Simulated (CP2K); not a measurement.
**CH4BFO (SMILES OCBF) at O3LYP/pc-1 (ngrids 5)**

What is the energy change on altering one bond length of CH4BFO at O3LYP/pc-1 (ngrids 5)? Input form: an ASE script.

Program for the calculation: CP2K 2026.2.

4 further runs of the same task are left out: 1 that didn't finish, 3 set aside as unsound or not needed.

## Step 1: Starting point

CH4BFO has 8 atoms, charge 0, and is taken as a singlet. As SMILES, `OCBF`. Geometry: relaxed at PBE0-D4/def2-TZVP. This is one conformer, not always the lowest.

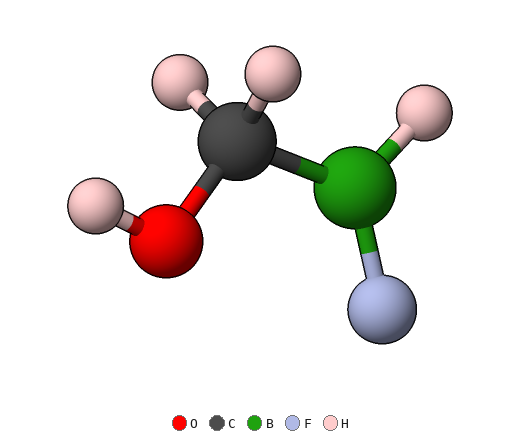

Viewed from a chosen angle; oxygen red, carbon dark grey, boron green, fluorine light blue, hydrogen pink.

## Step 2: Energy and forces at O3LYP/pc-1 (ngrids 5)

Input file molecule.xyz:

```xyz
8

O     -1.240500     0.762600    -0.169300
C      0.117900     0.425000    -0.013600
B      0.368600    -1.112000     0.076000
F     -0.622900    -1.976700     0.007200
H     -1.319100     1.717500    -0.217300
H      0.563100     0.872000     0.893700
H      0.744200     0.799800    -0.843400
H      1.481000    -1.545400     0.210800
```

Input file cp2k_ase.py:

```python
import numpy as np
from ase.io import read
from ase.calculators.cp2k import CP2K

atoms = read("molecule.xyz")
atoms.set_cell([9.8, 10.7, 8.7])
atoms.center()
inp = """
&FORCE_EVAL
  METHOD QS
  &DFT
    BASIS_SET_FILE_NAME EMSL_BASIS_SETS
    POTENTIAL_FILE_NAME POTENTIAL
    &QS
      METHOD GAPW
      EPS_DEFAULT 1.0E-10
    &END QS
    &MGRID
      CUTOFF 220
      REL_CUTOFF 40
      NGRIDS 5
    &END MGRID
    &POISSON
      PERIODIC NONE
      POISSON_SOLVER MULTIPOLE
    &END POISSON
    &SCF
      SCF_GUESS ATOMIC
      EPS_SCF 1.0E-06
      MAX_SCF 40
      &OT
        MINIMIZER CG
        PRECONDITIONER FULL_ALL
      &END OT
      &OUTER_SCF
        EPS_SCF 1.0E-06
        MAX_SCF 10
      &END OUTER_SCF
    &END SCF
    &XC
      &XC_FUNCTIONAL
        &HYB_GGA_XC_O3LYP
        &END HYB_GGA_XC_O3LYP
      &END XC_FUNCTIONAL
      &HF
        FRACTION 0.1161
        &SCREENING
          EPS_SCHWARZ 1.0E-09
        &END SCREENING
        &MEMORY
          MAX_MEMORY 1050
        &END MEMORY
      &END HF
    &END XC
    &PRINT
      &MOMENTS
        PERIODIC F
        REFERENCE COM
        MAX_MOMENT 1
      &END MOMENTS
      &MO_CUBES
        NLUMO 5
        NHOMO -1
        WRITE_CUBE F
      &END MO_CUBES
      &HIRSHFELD OFF
      &END HIRSHFELD
    &END PRINT
  &END DFT
  &SUBSYS
    &KIND O
      BASIS_SET pc-1
      POTENTIAL ALL
    &END KIND
    &KIND C
      BASIS_SET pc-1
      POTENTIAL ALL
    &END KIND
    &KIND B
      BASIS_SET pc-1
      POTENTIAL ALL
    &END KIND
    &KIND F
      BASIS_SET pc-1
      POTENTIAL ALL
    &END KIND
    &KIND H
      BASIS_SET pc-1
      POTENTIAL ALL
    &END KIND
  &END SUBSYS
&END FORCE_EVAL
"""
calculator = CP2K(command="cp2k.psmp -s", label="molecule", inp=inp, basis_set=None, basis_set_file=None, potential_file=None, pseudo_potential=None, xc=None, cutoff=None, max_scf=None, charge=None, uks=False,
            force_eval_method=None, print_level="LOW", poisson_solver=None, stress_tensor=False)
atoms.calc = calculator
e = atoms.get_potential_energy()
f = atoms.get_forces()
print(f"energy = {e:.6f} eV")
print("forces (eV/angstrom):")
for s, v in zip(atoms.get_chemical_symbols(), f):
    print(f"{s:2s} {v[0]:10.5f} {v[1]:10.5f} {v[2]:10.5f}")
```

On the command line:

```console
$ OMP_NUM_THREADS=1 python cp2k_ase.py
```

Standard output:

```text
energy = -6539.790120 eV
forces (eV/angstrom):
O    -0.26793   -0.28415    0.09443
C    -0.02847    0.06519   -0.03563
B     0.22164    0.29405    0.01956
F    -0.39210   -0.34425   -0.07167
H     0.02872    0.29010   -0.01097
H     0.09843    0.06082    0.12051
H     0.12294    0.05432   -0.10159
H     0.14519   -0.05417    0.01539
```

molecule.out, cut to the lines that bear on the results:

```text
CP2K| version string:                                       CP2K version 2026.2
[...]
 GLOBAL| Method name                                                        CP2K
[...]
 GLOBAL| Run type                                                   ENERGY_FORCE
[...]
                             - Atoms:                                          8
[...]
                             - Spherical basis functions:                     76
[...]
 Number of electrons:                                                         32
[...]
     1 OT CG       0.15E+00    5.8     0.26444707      -231.5437961610 -2.32E+02
[...]
    34 OT CG       0.22E+00    1.3     0.00000088      -240.3328751790 -2.20E-10
  *** SCF run converged in    34 steps ***
[...]
  Overlap energy of the core charge distribution:               0.00001231047942
  Self energy of the core charge distribution:               -228.48049017600243
  Core Hamiltonian energy:                                    -22.41306013095180
  Hartree energy:                                              61.53588448719604
  Exchange-correlation energy:                                -10.58413228397899
  Hartree-Fock Exchange energy:                                -3.34420492408430
[...]
  Dipole moment [Debye]
    X=  0.1571008E+01 Y=  0.2137930E+01 Z=  0.7633588E-01  Total=      2.6541732
[...]
 WARNING : did not converge in ot_eigensolver
 number of iterations          299  exceeded maximum
 current gradient / target gradient   8.4033452650698133E-005  /    1.0000000000000001E-005
[...]
 HOMO - LUMO gap [eV] :    6.224654
[...]
 ENERGY| Total FORCE_EVAL ( QS ) energy [hartree]           -240.332875179168497
[...]
```

It took 89 s on 1 thread of Arm Neoverse N1, shared host; peak memory 0.43 GiB.

## Step 3: The distorted shape at the same level

Input file molecule.xyz:

```xyz
8

O     -1.512154     0.830113    -0.200437
C      0.117900     0.425000    -0.013600
B      0.368600    -1.112000     0.076000
F     -0.622900    -1.976700     0.007200
H     -1.590754     1.785013    -0.248437
H      0.563100     0.872000     0.893700
H      0.744200     0.799800    -0.843400
H      1.481000    -1.545400     0.210800
```

Input file cp2k_ase.py:

```python
import numpy as np
from ase.io import read
from ase.calculators.cp2k import CP2K

atoms = read("molecule.xyz")
atoms.set_cell([10.1, 10.8, 8.7])
atoms.center()
cp2k_input = """
&FORCE_EVAL
 METHOD QUICKSTEP
 &DFT
  BASIS_SET_FILE_NAME EMSL_BASIS_SETS
  POTENTIAL_FILE_NAME POTENTIAL
  CHARGE 0
  MULTIPLICITY 1
  &QS
   METHOD GAPW
   EPS_DEFAULT 1.0E-10
  &END QS
  &MGRID
   CUTOFF 220
   REL_CUTOFF 40
   NGRIDS 5
  &END MGRID
  &POISSON
   PERIODIC NONE
   POISSON_SOLVER MULTIPOLE
  &END POISSON
  &SCF
   SCF_GUESS ATOMIC
   EPS_SCF 1.0E-06
   MAX_SCF 40
   &OT ON
    MINIMIZER CG
    PRECONDITIONER FULL_ALL
   &END OT
   &OUTER_SCF
    EPS_SCF 1.0E-06
    MAX_SCF 10
   &END OUTER_SCF
  &END SCF
  &XC
   &XC_FUNCTIONAL
    &HYB_GGA_XC_O3LYP
    &END HYB_GGA_XC_O3LYP
   &END XC_FUNCTIONAL
   &HF
    FRACTION 0.1161
    &SCREENING
     EPS_SCHWARZ 1.0E-09
     SCREEN_ON_INITIAL_P F
    &END SCREENING
    &INTERACTION_POTENTIAL
     POTENTIAL_TYPE COULOMB
    &END INTERACTION_POTENTIAL
    &MEMORY
     MAX_MEMORY 1050
    &END MEMORY
   &END HF
  &END XC
  &PRINT
   &MOMENTS
    PERIODIC F
    REFERENCE COM
    MAX_MOMENT 1
   &END MOMENTS
   &MO_CUBES
    NLUMO 5
    NHOMO -1
    WRITE_CUBE F
   &END MO_CUBES
   &HIRSHFELD OFF
   &END HIRSHFELD
  &END PRINT
 &END DFT
 &SUBSYS
  &KIND O
   BASIS_SET pc-1
   POTENTIAL ALL
  &END KIND
  &KIND C
   BASIS_SET pc-1
   POTENTIAL ALL
  &END KIND
  &KIND B
   BASIS_SET pc-1
   POTENTIAL ALL
  &END KIND
  &KIND F
   BASIS_SET pc-1
   POTENTIAL ALL
  &END KIND
  &KIND H
   BASIS_SET pc-1
   POTENTIAL ALL
  &END KIND
 &END SUBSYS
&END FORCE_EVAL
"""
cp2k = CP2K(command="cp2k.psmp -s", label="run", inp=cp2k_input, basis_set=None, basis_set_file=None, potential_file=None, pseudo_potential=None, xc=None, cutoff=None, max_scf=None, charge=None, uks=False,
            force_eval_method=None, print_level="LOW", poisson_solver=None, stress_tensor=False)
atoms.calc = cp2k
print("E / eV:", round(atoms.get_potential_energy(), 6))
forces = atoms.get_forces()
print(np.array2string(forces, precision=5, suppress_small=True))
print("largest force / (eV/A): %.4f" % np.linalg.norm(forces, axis=1).max())
```

On the command line:

```console
$ OMP_NUM_THREADS=1 python cp2k_ase.py
```

Standard output:

```text
E / eV: -6538.99742
[[ 3.61783 -1.95894  0.40706]
 [-2.58913  0.96687 -0.33727]
 [-0.55977  0.27993 -0.06481]
 [-0.24529 -0.4422  -0.05524]
 [ 0.54605  0.55512  0.03399]
 [-0.47866  0.23833  0.00189]
 [-0.46471  0.23515 -0.11913]
 [ 0.17394  0.03642  0.01438]]
largest force / (eV/A): 4.1342
```

run.out, cut to the lines that bear on the results:

```text
CP2K| version string:                                       CP2K version 2026.2
[...]
 GLOBAL| Method name                                                        CP2K
[...]
 GLOBAL| Run type                                                   ENERGY_FORCE
[...]
                             - Atoms:                                          8
[...]
                             - Spherical basis functions:                     76
[...]
 Number of electrons:                                                         32
[...]
     1 OT CG       0.15E+00    5.8     0.30127082      -230.0756782631 -2.30E+02
[...]
     2 OT CG       0.25E+00    1.3     0.00000086      -240.3037440077 -1.67E-09
  *** SCF run converged in     2 steps ***
[...]
  Overlap energy of the core charge distribution:               0.00001230159314
  Self energy of the core charge distribution:               -228.48049017600243
  Core Hamiltonian energy:                                    -22.77260268502102
  Hartree energy:                                              61.86325489149353
  Exchange-correlation energy:                                -10.49434996650119
  Hartree-Fock Exchange energy:                                -3.32991951220599
[...]
  Dipole moment [Debye]
    X=  0.2323476E+01 Y=  0.1814371E+01 Z=  0.1686650E+00  Total=      2.9527835
[...]
 WARNING : did not converge in ot_eigensolver
 number of iterations          299  exceeded maximum
 current gradient / target gradient   9.4028802969055642E-005  /    1.0000000000000001E-005
[...]
 HOMO - LUMO gap [eV] :    5.913195
[...]
 ENERGY| Total FORCE_EVAL ( QS ) energy [hartree]           -240.303744007731780
[...]
```

Run time: 1.9 min. Hardware: 1 thread of Arm Neoverse N1, shared host; peak memory 0.45 GiB.

## Step 4: What came out

Level: O3LYP/pc-1 (ngrids 5).

```
                                                         quantity          value
                                        first shape: total energy  -240.33288 Eh
                                       first shape: dipole moment         2.65 D
                                         first shape: HOMO energy       -7.07 eV
                                         first shape: LUMO energy       -0.85 eV
                                       first shape: HOMO–LUMO gap        6.22 eV
                                    distorted shape: total energy  -240.30374 Eh
                                   distorted shape: dipole moment         2.95 D
                                     distorted shape: HOMO energy       -6.95 eV
                                     distorted shape: LUMO energy       -1.03 eV
                                   distorted shape: HOMO–LUMO gap        5.91 eV
energy change with the O1–C2 bond stretched from 1.408 to 1.690 Å       0.793 eV
```

With the O1–C2 bond stretched from 1.408 to 1.690 Å the energy rises by 0.79 eV (76.5 kJ/mol). The first shape isn't relaxed at this level, so the change isn't measured from a minimum.
